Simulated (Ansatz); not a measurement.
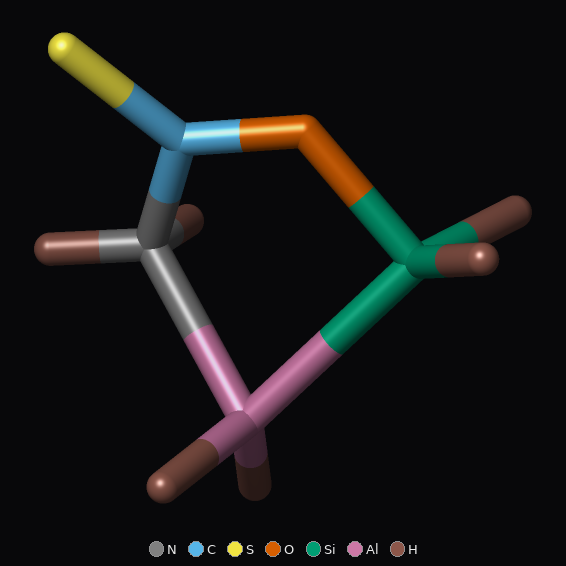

The geometry was computed by an optimisation with PBE0-D4/def2-TZVP. No frequency run is at hand to confirm it as a minimum. Program: Ansatz 0.2.0.

Compare HOMO–LUMO gap (eV) at these levels: B3LYP-D4/def2-TZVPP; PBE-D4/def2-TZVPP; PBE0-D4/def2-TZVPP; r2SCAN-D4/def2-TZVPP; ωB97M-V/def2-TZVPP; ωB97X-V/def2-TZVPP.

```json
{"level": "B3LYP-D4/def2-TZVPP", "HOMO–LUMO gap (eV)": "4.79"}
{"level": "PBE-D4/def2-TZVPP", "HOMO–LUMO gap (eV)": "3.11"}
{"level": "PBE0-D4/def2-TZVPP", "HOMO–LUMO gap (eV)": "5.26"}
{"level": "r2SCAN-D4/def2-TZVPP", "HOMO–LUMO gap (eV)": "3.50"}
{"level": "ωB97M-V/def2-TZVPP", "HOMO–LUMO gap (eV)": "9.59"}
{"level": "ωB97X-V/def2-TZVPP", "HOMO–LUMO gap (eV)": "9.81"}
```
